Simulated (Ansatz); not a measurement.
# C2H7Al (SMILES C[CH2][AlH2]) at HF/3-21G

Aim: the vertical ionisation energy of C2H7Al at HF/3-21G, from 2 runs. 

Program for the calculation: Ansatz 0.2.0.

21 further runs of the same task are left out: 21 set aside as unsound or not needed. Runs told in other sessions of the task aren't counted.

### Step 1. The molecule

C2H7Al: 10 atoms, total charge 0, spin state singlet. As SMILES, `C[CH2][AlH2]`. The shape is that of a PBE0-D4/def2-TZVP optimisation.

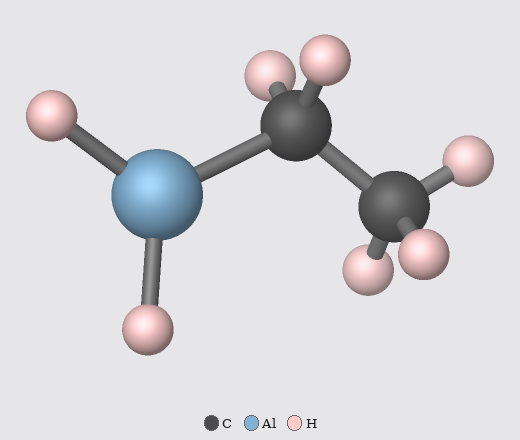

The structure, seen from a chosen angle (carbon dark grey, aluminium light blue, hydrogen pink).

### Step 2. The energy at HF/3-21G

Input file input.yaml:

```yaml
crystal:
  periodic: [false, false, false]
  atoms:
    - symbol: C
      position_ang: [-0.939200, 0.315000, -0.881100]
    - symbol: C
      position_ang: [-0.218500, -0.592500, 0.114200]
    - symbol: Al
      position_ang: [1.379400, 0.134900, 0.981700]
    - symbol: H
      position_ang: [-1.818700, -0.166800, -1.319100]
    - symbol: H
      position_ang: [-0.285500, 0.607100, -1.707400]
    - symbol: H
      position_ang: [-1.279400, 1.241200, -0.410000]
    - symbol: H
      position_ang: [0.075900, -1.534200, -0.370400]
    - symbol: H
      position_ang: [-0.905800, -0.910100, 0.910700]
    - symbol: H
      position_ang: [2.176600, -0.747600, 2.039500]
    - symbol: H
      position_ang: [1.898300, 1.601800, 0.644700]
basis:
  gaussian:
    orbitals: 3-21G.json
magnetization:
  spin_polarized: false
hamiltonian:
  xc: hf
accuracy: high
output:
  orbitals: {seedname: orbitals}
```

The basis set 3-21G is read from a file made from the Basis Set Exchange's data (not shown).

Run with:

```bash
$ ansatz run input.yaml --threads 1 --pin off --max-ram 2610MiB --events-out events.jsonl --progress --plain --runs-dir runs
```

What it wrote:

```text
Warning: RAYON_NUM_THREADS=1 ignored (pool sized by the plan → 1); use --threads N
Functional definition: HF
  name "HF"
  exchange = exact_x
  correlation = 0
1099 factors; integrals over basis functions are off by at most 6.2e-9 eV
mean field evaluation 1: about -8704.7315 eV, gradient 2.1e1 eV
mean field evaluation 2: about -8704.7183 eV, gradient 2.1e1 eV
mean field evaluation 4: about -8705.9559 eV, gradient 1.9e0 eV
mean field evaluation 8: about -8705.9676 eV, gradient 8.9e-5 eV
mean field -8705.96756979 eV, -319.9384070730 hartree, gradient 1.2e-8 eV, S^2 0.000000; 0 other end points of the search recorded, 0 dependent functions left out
reference -8705.96756979 eV, -319.9384070730 hartree; 16, 16 occupied and 29, 29 virtual orbitals, 1099 factors
Total energy: -8705.96756979 eV, -319.9384070730 hartree
```

Wall time 0.44 s (1 thread of Arm Neoverse V1, shared host); peak memory 0.094 GiB.

### Step 3. The doublet cation

Input file run.yaml:

```yaml
crystal:
  periodic: [false, false, false]
  atoms:
    - {symbol: C, position_ang: [-0.939200, 0.315000, -0.881100]}
    - {symbol: C, position_ang: [-0.218500, -0.592500, 0.114200]}
    - {symbol: Al, position_ang: [1.379400, 0.134900, 0.981700]}
    - {symbol: H, position_ang: [-1.818700, -0.166800, -1.319100]}
    - {symbol: H, position_ang: [-0.285500, 0.607100, -1.707400]}
    - {symbol: H, position_ang: [-1.279400, 1.241200, -0.410000]}
    - {symbol: H, position_ang: [0.075900, -1.534200, -0.370400]}
    - {symbol: H, position_ang: [-0.905800, -0.910100, 0.910700]}
    - {symbol: H, position_ang: [2.176600, -0.747600, 2.039500]}
    - {symbol: H, position_ang: [1.898300, 1.601800, 0.644700]}
basis:
  gaussian:
    orbitals: 3-21G.json
total_charge: 1
magnetization:
  spin_polarized: true
  initial_magnetization: 1
hamiltonian:
  xc: hf
accuracy: high
output: {orbitals: {seedname: orbitals}}
```

The basis set 3-21G is read from a file made from the Basis Set Exchange's data (not shown).

Run with:

```bash
$ ansatz run run.yaml --threads 1 --pin off --max-ram 2610MiB --events-out events.jsonl --progress --plain --runs-dir runs
```

What it wrote:

```text
Warning: RAYON_NUM_THREADS=1 ignored (pool sized by the plan → 1); use --threads N
Functional definition: HF
  name "HF"
  exchange = exact_x
  correlation = 0
1098 factors; integrals over basis functions are off by at most 6.2e-9 eV
mean field evaluation 1: about -8690.3365 eV, gradient 2.9e1 eV
mean field evaluation 2: about -8690.5736 eV, gradient 2.9e1 eV
mean field evaluation 4: about -8695.5700 eV, gradient 2.7e0 eV
mean field evaluation 8: about -8695.7383 eV, gradient 1.9e-1 eV
mean field evaluation 16: about -8695.8947 eV, gradient 2.0e0 eV
mean field evaluation 32: about -8689.1717 eV, gradient 1.9e1 eV
mean field evaluation 64: about -8695.2778 eV, gradient 6.1e0 eV
mean field evaluation 96: about -8693.6206 eV, gradient 4.3e0 eV
mean field evaluation 128: about -8695.7300 eV, gradient 1.0e-4 eV
mean field -8696.81797056 eV, -319.6021655032 hartree, gradient 2.9e-8 eV, S^2 0.761659; 2 other end points of the search recorded, 0 dependent functions left out
reference -8696.81797056 eV, -319.6021655032 hartree; 16, 15 occupied and 29, 30 virtual orbitals, 1098 factors
Total energy: -8696.81797056 eV, -319.6021655032 hartree
```

Run time: 1.4 s. Hardware: 1 thread of Arm Neoverse V1, shared host; peak memory 0.13 GiB.

### Step 4. Summary of results

Level: HF/3-21G.

```
                                          quantity          value
                      singlet C2H7Al: total energy  -319.93841 Eh
                       singlet C2H7Al: HOMO energy      -10.42 eV
                       singlet C2H7Al: LUMO energy        1.38 eV
                     singlet C2H7Al: HOMO–LUMO gap       11.80 eV
                      doublet cation: total energy  -319.60217 Eh
doublet cation: HOMO energy (highest over α and β)      -16.61 eV
 doublet cation: LUMO energy (lowest over α and β)       -7.94 eV
                              doublet cation: ⟨S²⟩          0.762
vertical ionisation energy (to the doublet cation)       9.150 eV
```

What this shows: The vertical ionisation energy comes to 9.15 eV (211 kcal/mol). −ε(HOMO) before ionisation, 10.42 eV, is 1.27 eV above this ionisation energy.
